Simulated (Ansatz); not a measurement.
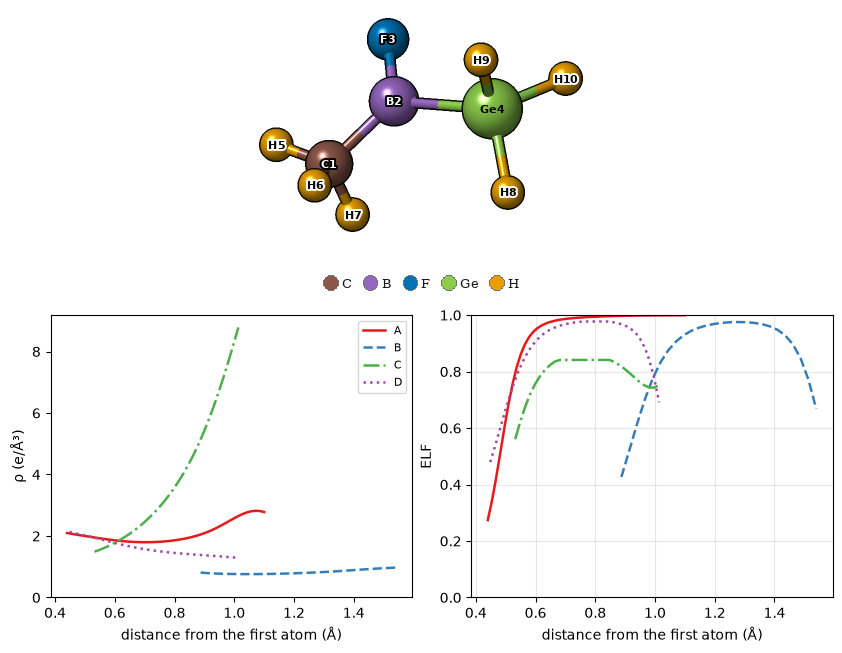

*CH₆BFGe (SMILES C[B](F)[GeH3]). Electron density and electron localisation function along straight lines between neighbouring atoms. The curves leave out the atomic cores. The structure is drawn too.*

Geometry: PBE0-D3(BJ)/def2-SVP.

The calculation used isolated molecule in a Gaussian basis; Kohn-Sham density functional theory, functional PBE0 (Ansatz).

Input file:

```
crystal:
  periodic: [false, false, false]
  atoms:
    - {symbol: C, position_ang: [-1.633270, 1.132652, 1.171698]}
    - {symbol: B, position_ang: [-0.144306, 1.138046, 0.707262]}
    - {symbol: F, position_ang: [0.786121, 1.643936, 1.510873]}
    - {symbol: Ge, position_ang: [0.497185, 0.405637, -1.139594]}
    - {symbol: H, position_ang: [-1.758862, 1.347371, 2.243406]}
    - {symbol: H, position_ang: [-2.141772, 0.190034, 0.914574]}
    - {symbol: H, position_ang: [-2.160993, 1.917841, 0.598242]}
    - {symbol: H, position_ang: [-0.660318, 0.318887, -2.155760]}
    - {symbol: H, position_ang: [1.056616, -1.024410, -0.974001]}
    - {symbol: H, position_ang: [1.617486, 1.263554, -1.759530]}
basis:
  gaussian:
    orbitals: def2-TZVPD
output: {forces: true, orbitals: {seedname: orbitals}}
hamiltonian:
  xc: {name: PBE0}
```

Command:

```sh
ansatz run input.yaml --threads 2 --pin off --max-ram 4350MiB --events-out events.jsonl --progress --plain --runs-dir runs
```

Question: Which curve belongs to which contact (B–F, C–B, C–H and Ge–B)? The first atom named is at distance zero.

Answer: Curve A: C–H (1.10 Å): the density is about 1.9 e/Å³ at the midpoint; the ELF climbs to about 1 towards the hydrogen, as it does in any bond to H; an ordinary covalent bond to hydrogen. Curve B: Ge–B (2.09 Å): ρ is about 0.76 e/Å³ halfway; the ELF peaks at about 1 between the atoms (localised, covalent bonding). Curve C: B–F (1.33 Å): the density is about 2.2 e/Å³ at the midpoint; the ELF peaks at about 0.85 between the atoms; a polar covalent bond. Curve D: C–B (1.56 Å): ρ is about 1.5 e/Å³ halfway; the ELF peaks at about 1 between the atoms, as expected for a shared electron pair.
